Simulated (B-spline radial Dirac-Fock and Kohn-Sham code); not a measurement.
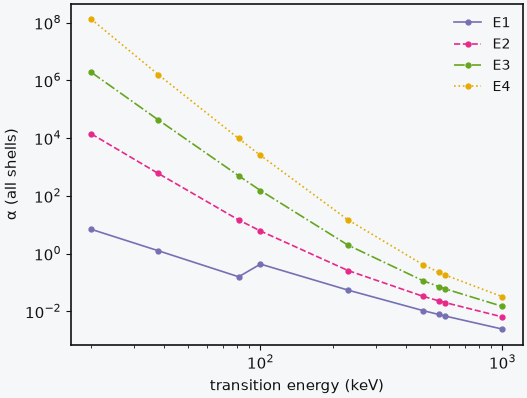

Total internal conversion coefficients against transition energy, at the marked points and joined by straight lines (also across edges). The total sums all shells and leaves out internal pair formation. It refers to thallium (Z = 81). Method: a Dirac–Hartree–Slater potential of the neutral atom, no hole, surface-current nucleus (computed with a radial B-spline solver).

### How do the multipoles rank at 581 keV?

E4 (0.178), E3 (0.0595), E2 (0.0199), E1 (0.00681).

### Above what energy does an E1 transition emit more photons than conversion electrons?

Between 37.8 and 81.3 keV, where α drops through 1.
